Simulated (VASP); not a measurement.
Band structure of Mg (space group P6_3/mmc). Computed with PBE GGA, VASP's PBE PAW potentials (set 64) (plane waves; VASP 6.6.1).

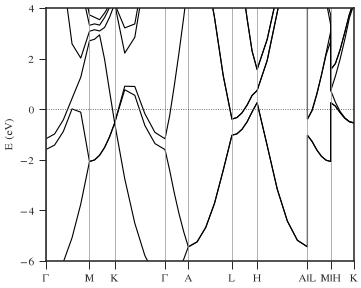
*Bands along high-symmetry lines, zero at the valence-band maximum or, without a gap, the Fermi level*

Task: Read the plot: is there a gap, and where are the band edges?

Result: It has no gap at this level: it comes out as a metal or semimetal.

The structure comes from a computed database's Mg entry; how it stands against other phases isn't given here. The cell was not relaxed at this level.
